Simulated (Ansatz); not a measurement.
## Ni3Sn2O2: relaxing a made-up structure

Starting from a made-up structure for Ni3Sn2O2, the aim is the relaxed cell, its shortest contacts and, where a second run follows, its electronic structure.

Method: DFT, PBEsol, plane-wave PAW, files of the set soft_1, scalar-relativistic, ferromagnetic start, cell and ions relaxed at zero pressure; PAW set soft_1, in the first sound run; inputs show where later runs differ, in Ansatz 0.2.0.

## Step 1: Set-up

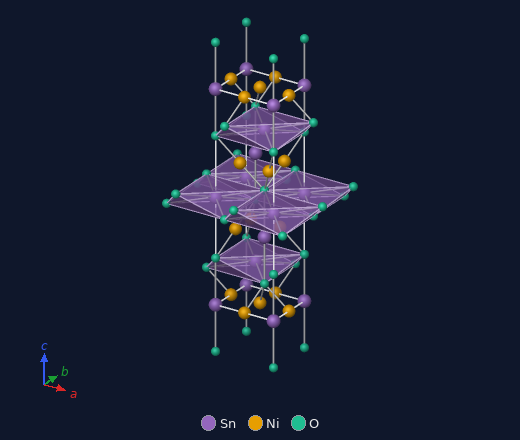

The starting structure, seen slightly off an axis (tin purple, nickel orange, oxygen teal). This picture shows the conventional cell, with its axes. Some periodic images of atoms are drawn too.

## Step 2: Relaxing cell and atoms

The guessed cell has no reason to be at equilibrium. It is relaxed with the atoms, within the space group of the guess.

input.yaml reads:

```yaml
crystal:
  lattice:
    - [2.448, 1.413353459, 4.017333333]
    - [-2.448, 1.413353459, 4.017333333]
    - [0.0, -2.826706918, 4.017333333]
  atoms:
    - { symbol: Sn, position: [0.0, 0.0, 0.0] }
    - { symbol: Sn, position: [0.5, 0.5, 0.5] }
    - { symbol: Ni, position: [0.5, 0.5, 0.0], spin: 1.0 }
    - { symbol: Ni, position: [0.5, 0.0, 0.5], spin: 1.0 }
    - { symbol: Ni, position: [0.0, 0.5, 0.5], spin: 1.0 }
    - { symbol: O, position: [0.783633333, 0.783633333, 0.783633333] }
    - { symbol: O, position: [0.216366667, 0.216366667, 0.216366667] }
magnetization:
  spin_polarized: true
kpoints:
  mp_grid: { grid: [7, 7, 7] }
scf:
  occupations: { method: fermi_dirac, width: 0.05 }
hamiltonian:
  xc: pbesol
  pseudopotentials: { kind: paw, azcp: { folder: soft_1 }, xc_functional: pbe }
relax:
  f_tol: 0.015
  max_steps: 70
  cell: {}
output:
  forces: true
  stress: true
```

The run is started by

```sh
ansatz run input.yaml --threads 4 --pin off --max-ram 10240MiB --backend cpu --events-out ev --progress --plain --runs-dir out
```

Numbers of over 12 decimals in the logs are rounded to 6 here.

The program printed:

```text
Engine: ansatz 0.2.0, aarch64-unknown-linux-gnu
Pseudopotentials: kind: paw
Pseudopotential: Sn, paw, valence charge 14, recommended cutoff 420 eV (normal), soft_1/Sn.paw.azcp
Pseudopotential: Ni, paw, valence charge 18, recommended cutoff 420 eV (normal), soft_1/Ni.paw.azcp
Pseudopotential: O, paw, valence charge 6, recommended cutoff 420 eV (normal), soft_1/O.paw.azcp
Functional definition: PBEsol
  exchange = pbesol_x
  correlation = pbesol_c
Crystal: 7 atoms, lattice volume = 83.397 Å³
Basis set: ecut = 420 eV, 1639 PW (Γ), exchange–correlation on 72×72×72 points (8 copies of the dense FFT grid, shifted against one another)
Bands: 59, of which v1, the nominal top of the filled ones, is band 47 counted from 1 (46 counted from 0)
Symmetry: 12 space group operations
Space group: R-3m (ITA 166), of the structure as read, at distance tolerance 4.4e-5 Å
Magnetic group: BNS 166.97 (UNI 1327), of the structure as read, at distance tolerance 4.4e-5 Å
k-points: 44 of 343
Non-local potential: Sn, projectors of the file, l = 0: 2, l = 1: 2, l = 2: 2, l = 3: 1
Non-local potential: Ni, projectors of the file, l = 0: 3, l = 1: 2, l = 2: 3, l = 3: 1
Non-local potential: O, projectors of the file, l = 0: 2, l = 1: 2, l = 2: 1
PAW form: soft (Blöchl's): semilocal exchange-correlation on the pseudo side does not see the compensation charge
PAW frozen core: Sn, regenerated for the run's functional, and the local potential with it (the file was generated under x = pbe(κ = 0.804, μ = 0.219515), c = pbe(β = 0.066725))
PAW frozen core: Ni, regenerated for the run's functional, and the local potential with it (the file was generated under x = pbe(κ = 0.804, μ = 0.219515), c = pbe(β = 0.066725))
PAW frozen core: O, regenerated for the run's functional, and the local potential with it (the file was generated under x = pbe(κ = 0.804, μ = 0.219515), c = pbe(β = 0.066725))
PAW one-centre angular grid: Sn, 590 points (default); XC on 64 Gauss nodes
PAW one-centre angular grid: Ni, 590 points (default); XC on 64 Gauss nodes
PAW one-centre angular grid: O, 110 points (default); XC on 64 Gauss nodes
Initial density: superposition of atomic densities (chi_scale 0.1, normalization cell, long waves kept (reshape's long-wave potential 0.04 eV rms))
Starting moments: Σ|m| = 3 μB on 3 of 7 sites
Initial wavefunctions: pseudopotential atomic-orbital guess
Functional: x = pbesol(κ = 0.804, μ = 0.123457), c = pbesol(β = 0.046)
SCF iter   1: F=—  HF=-30428.916411 eV  |F-HF|=—  |Δ(HF+E_count)|=         —  Δρ=1.28e-1 (↑8.31e-2 ↓1.28e-1)  dr2=4.40e1  dr2_m=1.17e0  M=1.552 μB ∫|m|=1.676 μB  β_m=0.30  ethr=3.10e-3  ⟨swp⟩=6.7  Hψ=20571  notcnv=0  defer=52
Mixer restart at iter 1: flushing history
preconditioner: auto → Kerker (q_TF=auto, 2.783 Å⁻¹)  [metal: Δε(μ)=0.011 eV  Ē_g=15.020 eV  σ=0.050 eV  W_gap=0.05  n_scr=26 (ndim 8)  ℏωp=34.0 eV  f_vac=0.000  D(μ)=4.30/eV (n_scr^D=50)]
spin=Collinear: Kerker preconditioning applied to the charge; magnetization (m = ρ↑ − ρ↓) channel mixes plain (no charge-response kernel on spin).
SCF iter   2: F=—  HF=-30431.461237 eV  |F-HF|=—  |Δ(HF+E_count)|=    2.54e0  Δρ=5.33e-2 (↑3.36e-2 ↓5.33e-2)  dr2=8.45e0  dr2_m=6.30e-1  M=1.587 μB ∫|m|=1.733 μB  β_m=0.37  ethr=3.10e-3  ⟨swp⟩=3.4  Hψ=9521  notcnv=0  defer=370
SCF iter   3: F=—  HF=-30433.167395 eV  |F-HF|=—  |Δ(HF+E_count)|=    1.71e0  Δρ=4.89e-2 (↑1.93e-2 ↓4.89e-2)  dr2=5.30e0  dr2_m=5.24e-1  M=1.216 μB ∫|m|=1.385 μB  β_m=0.57  ethr=3.10e-3  ⟨swp⟩=2.6  Hψ=6823  notcnv=0  defer=383
SCF iter   4: F=—  HF=-30433.820398 eV  |F-HF|=—  |Δ(HF+E_count)|=   6.53e-1  Δρ=2.99e-2 (↑2.99e-2 ↓1.53e-2)  dr2=1.21e0  dr2_m=2.21e-1  M=0.741 μB ∫|m|=0.907 μB  β_m=0.60  ethr=3.10e-3  ⟨swp⟩=3.0  Hψ=8258  notcnv=0  defer=389
SCF iter   5: F=—  HF=-30432.781189 eV  |F-HF|=—  |Δ(HF+E_count)|=    1.04e0  Δρ=1.93e-2 (↑1.93e-2 ↓1.50e-2)  dr2=4.71e-1  dr2_m=3.60e-2  M=0.181 μB ∫|m|=0.290 μB  β_m=0.82  ethr=1.28e-3  ⟨swp⟩=3.1  Hψ=8906  notcnv=0  defer=417
SCF iter   6: F=—  HF=-30433.475041 eV  |F-HF|=—  |Δ(HF+E_count)|=   6.94e-1  Δρ=1.42e-2 (↑1.42e-2 ↓8.78e-3)  dr2=2.88e-1  dr2_m=8.02e-3  M=0.182 μB ∫|m|=0.236 μB  β_m=0.91  ethr=5.01e-4  ⟨swp⟩=2.7  Hψ=7501  notcnv=0  defer=423
SCF iter   7: F=—  HF=-30433.445114 eV  |F-HF|=—  |Δ(HF+E_count)|=         —  Δρ=3.76e-3 (↑1.72e-3 ↓3.76e-3)  dr2=8.33e-3  dr2_m=1.68e-3  M=0.035 μB ∫|m|=0.053 μB  β_m=0.91  ethr=3.06e-4  ⟨swp⟩=2.8  Hψ=7480  notcnv=0  defer=422
Mixer restart at iter 7: flushing history
SCF iter   8: F=—  HF=-30433.449805 eV  |F-HF|=—  |Δ(HF+E_count)|=   4.69e-3  Δρ=9.90e-4 (↑9.06e-4 ↓9.90e-4)  dr2=6.71e-4  dr2_m=4.71e-4  M=0.018 μB ∫|m|=0.027 μB  β_m=0.95  ethr=8.86e-6  ⟨swp⟩=2.0  Hψ=10427  notcnv=0  defer=412
SCF iter   9: F=—  HF=-30433.450771 eV  |F-HF|=—  |Δ(HF+E_count)|=   9.65e-4  Δρ=2.47e-3 (↑1.96e-3 ↓2.47e-3)  dr2=1.05e-2  dr2_m=1.00e-4  M=0.009 μB ∫|m|=0.014 μB  β_m=0.95  ethr=7.14e-7  ⟨swp⟩=2.5  Hψ=10134  notcnv=0  defer=412
SCF iter  10: F=—  HF=-30433.448881 eV  |F-HF|=—  |Δ(HF+E_count)|=   1.89e-3  Δρ=9.14e-4 (↑9.14e-4 ↓7.19e-4)  dr2=1.07e-3  dr2_m=1.04e-5  M=0.004 μB ∫|m|=0.006 μB  β_m=0.92  ethr=7.14e-7  ⟨swp⟩=2.8  Hψ=10250  notcnv=0  defer=412
SCF iter  11: F=—  HF=-30433.448877 eV  |F-HF|=—  |Δ(HF+E_count)|=   3.69e-6  Δρ=3.61e-4 (↑3.61e-4 ↓2.66e-4)  dr2=1.94e-4  dr2_m=1.14e-5  M=0.003 μB ∫|m|=0.005 μB  β_m=0.96  ethr=7.14e-7  ⟨swp⟩=2.0  Hψ=6902  notcnv=0  defer=412
SCF iter  12: F=—  HF=-30433.448886 eV  |F-HF|=—  |Δ(HF+E_count)|=   8.37e-6  Δρ=2.74e-4 (↑2.74e-4 ↓1.40e-4)  dr2=8.98e-5  dr2_m=3.93e-6  M=0.002 μB ∫|m|=0.003 μB  β_m=0.87  ethr=2.06e-7  ⟨swp⟩=2.0  Hψ=6964  notcnv=0  defer=412
SCF iter  13: F=—  HF=-30433.448863 eV  |F-HF|=—  |Δ(HF+E_count)|=   2.30e-5  Δρ=2.68e-5 (↑2.29e-5 ↓2.68e-5)  dr2=1.51e-6  dr2_m=2.43e-8  M=0.000 μB ∫|m|=0.000 μB  β_m=0.85  ethr=9.55e-8  ⟨swp⟩=2.0  Hψ=6704  notcnv=0  defer=412
SCF iter  14: F=—  HF=-30433.448863 eV  |F-HF|=—  |Δ(HF+E_count)|=   2.04e-7  Δρ=1.46e-5 (↑1.46e-5 ↓1.42e-5)  dr2=6.06e-7  dr2_m=2.84e-9  M=0.000 μB ∫|m|=0.000 μB  β_m=0.92  ethr=1.61e-9  ⟨swp⟩=2.6  Hψ=7934  notcnv=0  defer=412
SCF iter  15: F=—  HF=-30433.448863 eV  |F-HF|=—  |Δ(HF+E_count)|=   7.46e-8  Δρ=1.74e-6 (↑1.30e-6 ↓1.74e-6)  dr2=8.39e-9  dr2_m=7.55e-10  M=0.000 μB ∫|m|=0.000 μB  β_m=0.96  ethr=6.45e-10  ⟨swp⟩=2.0  Hψ=5767  notcnv=0  defer=412
SCF iter  16: F=-30433.448863 eV  HF=-30433.448863 eV  |F-HF|=1.02e-8  |Δ(HF+E_count)|=   1.87e-9  Δρ=2.19e-6 (↑2.15e-6 ↓2.19e-6)  dr2=1.23e-8  dr2_m=1.24e-11  M=-0.000 μB ∫|m|=0.000 μB  ethr=8.93e-12  ⟨swp⟩=2.0  Hψ=14514  notcnv=0
[...]
relax step   8: F+E_penalty+E_count = -30434.77437269 eV  Δ(F+E_penalty+E_count) = -4.389e-3 eV  max|allowed force component| = 4.357e-3 eV/Å  Δτ_max = 0.0136 Å  P = +0.160 GPa  Ω = 99.520 Å³  energy of the carried Pulay correction = -1.404e-3 eV  (9 SCF iters, dr2 threshold 7.00e-7 eV, accepted)
[...]
relax step   9: F+E_penalty+E_count = -30434.77417448 eV  Δ(F+E_penalty+E_count) = +1.982e-4 eV  max|allowed force component| = 8.308e-4 eV/Å  Δτ_max = 0.0036 Å  P = -0.011 GPa  Ω = 99.759 Å³  energy of the carried Pulay correction = -1.730e-3 eV  (9 SCF iters, dr2 threshold 9.26e-8 eV, accepted)
iter 1 solved again at ethr=1.06e-7 eV; its pass at ethr=3.10e-3 eV (dr2=9.98e-5 eV) is discarded
SCF iter   1: F=—  HF=-30434.775590 eV  |F-HF|=—  |Δ(HF+E_count)|=         —  Δρ=1.67e-4 (↑1.67e-4 ↓1.67e-4)  dr2=3.05e-6  dr2_m=9.14e-13  M=-0.000 μB ∫|m|=0.000 μB  β_m=0.65  ethr=1.06e-7  ⟨swp⟩=3.6  Hψ=35914  notcnv=0
preconditioner: auto → Kerker (q_TF=auto, 2.379 Å⁻¹)  [metal: Δε(μ)=0.010 eV  Ē_g=14.396 eV  σ=0.050 eV  W_gap=0.05  n_scr=20 (ndim 8)  ℏωp=31.1 eV  f_vac=0.037  D(μ)=2.66/eV (n_scr^D=14)]
spin=Collinear: Kerker preconditioning applied to the charge; magnetization (m = ρ↑ − ρ↓) channel mixes plain (no charge-response kernel on spin).
SCF iter   2: F=—  HF=-30434.775880 eV  |F-HF|=—  |Δ(HF+E_count)|=   2.90e-4  Δρ=6.02e-5 (↑6.02e-5 ↓6.02e-5)  dr2=7.67e-7  dr2_m=2.74e-14  M=0.000 μB ∫|m|=0.000 μB  β_m=0.61  ethr=3.24e-9  ⟨swp⟩=2.0  Hψ=6992  notcnv=0
SCF iter   3: F=—  HF=-30434.775917 eV  |F-HF|=—  |Δ(HF+E_count)|=   3.74e-5  Δρ=1.93e-5 (↑1.93e-5 ↓1.93e-5)  dr2=1.38e-7  dr2_m=8.74e-15  M=0.000 μB ∫|m|=0.000 μB  β_m=0.57  ethr=8.15e-10  ⟨swp⟩=2.0  Hψ=7320  notcnv=0
SCF iter   4: F=—  HF=-30434.775921 eV  |F-HF|=—  |Δ(HF+E_count)|=   3.66e-6  Δρ=1.47e-6 (↑1.47e-6 ↓1.47e-6)  dr2=1.32e-9  dr2_m=1.78e-15  M=0.000 μB ∫|m|=0.000 μB  β_m=0.57  ethr=1.47e-10  ⟨swp⟩=2.0  Hψ=7475  notcnv=0
SCF iter   5: F=—  HF=-30434.775927 eV  |F-HF|=—  |Δ(HF+E_count)|=   6.44e-6  Δρ=2.00e-6 (↑2.00e-6 ↓2.00e-6)  dr2=9.65e-9  dr2_m=6.86e-16  M=0.000 μB ∫|m|=0.000 μB  β_m=0.57  ethr=1.41e-12  ⟨swp⟩=2.0  Hψ=9400  notcnv=0
SCF iter   6: F=—  HF=-30434.775927 eV  |F-HF|=—  |Δ(HF+E_count)|=   1.56e-9  Δρ=1.60e-6 (↑1.60e-6 ↓1.60e-6)  dr2=6.63e-9  dr2_m=1.30e-16  M=0.000 μB ∫|m|=0.000 μB  β_m=0.79  ethr=1.41e-12  ⟨swp⟩=2.0  Hψ=9400  notcnv=0
SCF iter   7: F=—  HF=-30434.775927 eV  |F-HF|=—  |Δ(HF+E_count)|=   1.64e-8  Δρ=4.25e-7 (↑4.25e-7 ↓4.24e-7)  dr2=9.44e-10  dr2_m=3.66e-16  M=0.000 μB ∫|m|=0.000 μB  β_m=0.89  ethr=1.41e-12  ⟨swp⟩=2.0  Hψ=7462  notcnv=0
SCF iter   8: F=—  HF=-30434.775927 eV  |F-HF|=—  |Δ(HF+E_count)|=  3.24e-10  Δρ=2.21e-7 (↑2.21e-7 ↓2.20e-7)  dr2=1.83e-10  dr2_m=2.58e-17  M=0.000 μB ∫|m|=0.000 μB  β_m=0.91  ethr=1.00e-12  ⟨swp⟩=2.0  Hψ=7072  notcnv=0
SCF iter   9: F=—  HF=-30434.775927 eV  |F-HF|=—  |Δ(HF+E_count)|=  1.46e-11  Δρ=5.71e-8 (↑5.71e-8 ↓5.71e-8)  dr2=1.07e-11  dr2_m=1.55e-18  M=-0.000 μB ∫|m|=0.000 μB  β_m=0.95  ethr=1.00e-12  ⟨swp⟩=2.0  Hψ=6392  notcnv=0
SCF iter  10: F=—  HF=-30434.775927 eV  |F-HF|=—  |Δ(HF+E_count)|=  2.91e-11  Δρ=1.67e-7 (↑1.67e-7 ↓1.67e-7)  dr2=9.07e-11  dr2_m=1.08e-19  M=-0.000 μB ∫|m|=0.000 μB  β_m=0.98  ethr=1.00e-12  ⟨swp⟩=1.0  Hψ=5192  notcnv=0
SCF iter  11: F=-30434.775927 eV  HF=-30434.775927 eV  |F-HF|=1.82e-11  |Δ(HF+E_count)|=  3.64e-12  Δρ=5.76e-8 (↑5.76e-8 ↓5.76e-8)  dr2=1.10e-11  dr2_m=1.54e-20  M=-0.000 μB ∫|m|=0.000 μB  ethr=1.00e-12  ⟨swp⟩=3.0  Hψ=15780  notcnv=0
the starting moments were not kept: the SCF closed with an absolute magnetisation of 1.9e-10 μB, where they sum to 3 μB in size (3 sites). That is at most 0.1 of that sum. Measured as dr2_m measures the in/out step, that magnetisation stands 0 eV from none, at or under the dr2_threshold of 7.0e-11 eV: it is no larger than a step whose dr2_m would equal this threshold.
SCF 10 converged in 11 iterations: F = -30434.775927 eV  dr2 = 1.10e-11
relax step  10: F+E_penalty+E_count = -30434.77592723 eV  Δ(F+E_penalty+E_count) = -1.753e-3 eV  max|allowed force component| = 7.217e-4 eV/Å  Δτ_max = 0.0000 Å  P = -0.015 GPa  Ω = 99.759 Å³  stress off target by 3.21e-2 GPa  SCF on the basis re-selected at this cell (its energy is not comparable with the rows above)  (11 SCF iters)
basis re-selected at this cell: Δ(F+E_penalty+E_count) = -1.753e-3 eV, ΔP = -0.004 GPa vs the last step (what re-selecting the basis moved, of the pressure what is left beyond the Pulay correction that the steps carried, after the strain that the cell walked since its last selection, with what the two solves' SCF thresholds leave and, on support functions, any second-order correction that the steps lacked; it is no m [...]
SCF converged after 11 iterations
Magnetization: -0.0000 μB (47.0000 up, 47.0000 down)
Absolute magnetization: 0.0000 μB (∫|ρ↑−ρ↓|, with the PAW one-centre terms)
Spin contamination: 0.0000 ħ² per cell (⟨S²⟩ above its minimum at these occupations)
Per-site moments (μB) at R_I (Å): [(3.039800343088661e-12, 1.099521), (2.1931414593006263e-12, 1.049692), (-2.4339472362209807e-11, 0.779668), (-2.4339691370454058e-11, 0.779668), (-2.43395315285762e-11, 0.779668), (-2.2472664723561524e-11, 0.779668), (-2.2472628355207216e-11, 0.779668)]
Free energy (F): -30434.775927 eV
Harris-Foulkes:  -30434.775927 eV  (|F-HF|=1.82e-11)
Internal energy: -30434.752301 eV  (E = F + TS)
E sigma→0 (E₀):  -30434.764114 eV
Entropy (-TS):   -0.023627 eV (-3.375 meV/atom)
Fermi energy:    12.836384 eV
--- Per-component energies (eV) ---
  E_band       = -1228.523429
  E_kinetic    = 1693.720854
  E_local      = -14406.445706  (includes V_loc(G=0)·N_el)
  E_nonlocal   = 58.148654
  E_hartree    = 7366.772309
  E_xc         = -727.374644
  E_vxc        = -778.463325  (∫ρ·V_xc dr)
  E_paw        = -13774.202592  (= ΣΔE_a)
  E_vpaw       = -2529.033796  (= ΣTr[D̂ρ^β])
  E_aug_tail   = 0.004780  (compensation charges beyond the density's cutoff)
  E_ewald      = -10646.608077
  E_core_change = 1.232123  (= ΣΔE_core)
  E_smearing   = -0.023627  (= −TS)
  E_closure    = -0.000000  (closes the sum)
  Σ components = -30434.775927   (vs F -30434.775927, Δ=0.00e0)
--- Forces (eV/Å), atoms counted from 1 ---
  atom   1  Sn     0.00000000     0.00000000     0.00000000
  atom   2  Sn     0.00000000    -0.00000000    -0.00000000
  atom   3  Ni     0.00000000     0.00000000    -0.00000000
  atom   4  Ni    -0.00000000     0.00000000    -0.00000000
  atom   5  Ni    -0.00000000    -0.00000000     0.00000000
  atom   6  O      0.00000000     0.00000000     0.00072171
  atom   7  O      0.00000000    -0.00000000    -0.00072171
  max |Σ_I F_I| component: 4.63e-18 eV/Å
--- Stress (GPa, compression-positive) ---
       -0.006093      -0.000000      -0.000000
       -0.000000      -0.006093      -0.000000
       -0.000000       0.000000      -0.032102
  P = ⅓ Tr σ = -0.0148 GPa (-0.148 kbar)
--- Relaxed structure (8 steps of the walk, 8 accepted, 2 SCFs on fresh bases) ---
  F+E_penalty+E_count = -30434.77592723 eV   max|allowed force component| = 7.217e-4 eV/Å   (the final SCF, on the basis selected at the relaxed cell)
  cell:  # Å, volume = 99.7595 Å³
    - [2.665505, 1.538930, 4.053261]
    - [-2.665505, 1.538930, 4.053261]
    - [1.4539013027061073e-17, -3.077859, 4.053261]
  atoms:
    - { symbol: Sn, position: [0, 0, 0] }
    - { symbol: Sn, position: [0.500000, 0.500000, 0.500000] }
    - { symbol: Ni, position: [0.5, 0.5, 0.0] }
    - { symbol: Ni, position: [0.5, 0.0, 0.5] }
    - { symbol: Ni, position: [0.0, 0.5, 0.5] }
    - { symbol: O, position: [0.756911, 0.756911, 0.756911] }
    - { symbol: O, position: [0.243089, 0.243089, 0.243089] }
```

The job ended after 1.7 min (4 threads of Arm Neoverse V1, shared host; peak memory 0.73 GiB; 6.7 min of CPU time).

Step by step:

```
step  energy less that of the first step (eV)  largest force component (eV/Å)  pressure (GPa)  volume (Å³)
   1                                   0.0000                          0.8355           19.39        83.40
   2                                  -0.8358                          1.1878            2.65        91.99
   3                                  -1.1424                          0.9165           -1.87        96.66
   4                                  -1.2164                          0.5924            4.40        96.55
   5                                  -1.2546                          0.0564            0.02        98.15
   6                                  -1.2548                          0.0040            0.02        98.41
  7*                                  -1.3211                          0.0095            1.14        98.41
   8                                  -1.3255                          0.0044            0.16        99.52
   9                                  -1.3253                          0.0008           -0.01        99.76
 10*                                  -1.3271                          0.0007           -0.01        99.76
```

Relaxation steps marked * repeat the geometry before them on a plane-wave basis chosen anew for their cell, so energy and pressure can jump there.

Forces are held to the 12 operations that the run works with; a distortion that breaks them can't arise in this run.

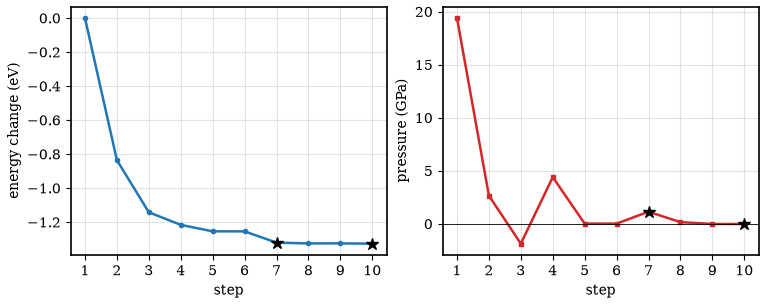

Energy and pressure along the relaxation. Stars mark steps on a basis chosen anew.

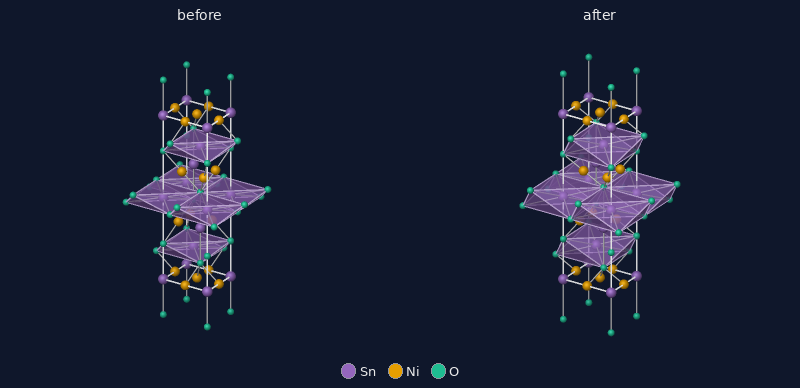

The structure before and after the relaxation, drawn at the same scale.

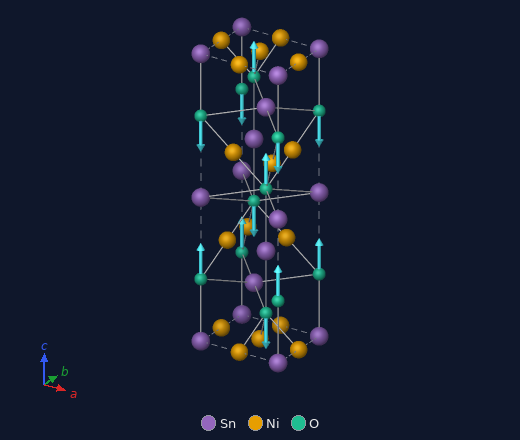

Displacements in the relaxation, exaggerated, measured against the changing cell; the longest in the cell stands for 0.32 Å. Bonds to atoms that aren't drawn are left out. Some periodic images of atoms are drawn too.

```
conventional cell, symmetrised  before   after   change
                         a (Å)   4.896   5.331   +8.9 %
                         b (Å)   4.896   5.331   +8.9 %
                         c (Å)  12.052  12.160   +0.9 %
              volume (Å³/atom)   11.91   14.25  +19.6 %
```

The atoms that moved most (Å, as changes of fractional coordinates times the final cell):

```
atom     dx     dy      dz  length
  O7  0.000  0.000   0.325   0.325
  O6  0.000  0.000  -0.325   0.325
```

Numbers from this step:

```
free energy             : -30434.7759 eV
energy at zero smearing : -30434.7641 eV
smearing term TS        : 0.02363 eV
Fermi energy            : 12.84 eV
electrons               : 94
symmetry operations     : 12
pressure                : -0.01476 GPa
```

Shortest distances by pair of elements, guess and relaxed (not always the same contact):

```
 pair  guess (Å)  relaxed (Å)
 Ni–O      1.996        1.890
Ni–Sn      2.448        2.545
Ni–Ni      2.448        2.666
 O–Sn      2.608        2.956
  O–O      3.070        3.595
```

The relaxation ends with a largest force component of 7.2e-4 eV/Å and a pressure of -0.01 GPa. No moment survives the cycle: this start ends non-magnetic.

(Part 1 of 2 ends here.)

[Logs are printed without paths, hosts, clocks, repeated set-up lines and the standing remarks that a program may print on its own settings, such as how far it seeks lower states.]

[Hosts, paths, dates, database ids (printed as entryN), source tags and the programs' standing remarks are cut or masked in the printed files.]
